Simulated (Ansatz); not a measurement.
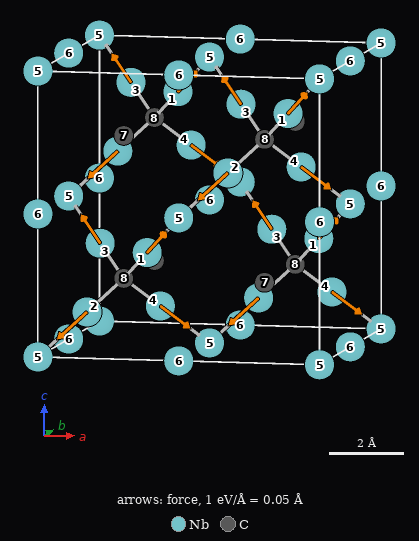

Starting geometry of solid Nb$_{3}$C (a generated structure, set up in F-43m) (coarse preliminary run) with the computed forces as orange arrows. The picture is a ball-and-stick view of the conventional cell (4 times the calculation's cell), seen slightly off an axis. Lengths and directions refer to the drawn axes.

Computed with DFT PBE, scalar-relativistic, plane waves, PAW (Ansatz). Set-up: plane-wave cutoff 420 eV; k-point mesh 4 × 4 × 4; occupations gaussian; smearing width 0.1 eV; no spin polarisation; cell and atoms relaxed; force threshold 0.04 eV/Å; at most 70 steps.

> Is this structure relaxed? If not, where do the atoms go?

It isn't relaxed: the largest force vector, on Nb atoms, is 24.88 eV/Å. The atoms end up moving mostly along the starting forces (cosine between the two patterns 1.00). The largest moves relative to the cell, 0.13 Å, are those of Nb1, Nb2, Nb3 and Nb4. Nb2 goes along [−1 −1 −1]. C stays in place. The volume changes by +78.3 %, with a = b = c 7.858 → 9.529 Å (+21.3 %). Some distances before and after: Nb1–Nb2 2.374 → 3.096 Å, Nb1–Nb6 3.224 → 3.925 Å, Nb1–Nb2 (another image) 3.183 → 3.641 Å, Nb1–C8 1.454 → 1.896 Å. The space group stays F-43m (No. 216). After 8 accepted moves (10 points after the start) the energy has fallen by 32.619 eV per cell of the calculation. Largest force component: 14 eV/Å at the start, 0.0013 eV/Å at the end. The pressure goes from 157.18 to −0.04 GPa. The SCF was repeated twice at an unchanged geometry on a basis and grid sized afresh for the cell, which shifted the energy by 0.554 eV per cell of the calculation at most. Cost: 73 s on 1 thread of Arm Neoverse V1, on a shared host, peak memory 0.43 GiB.
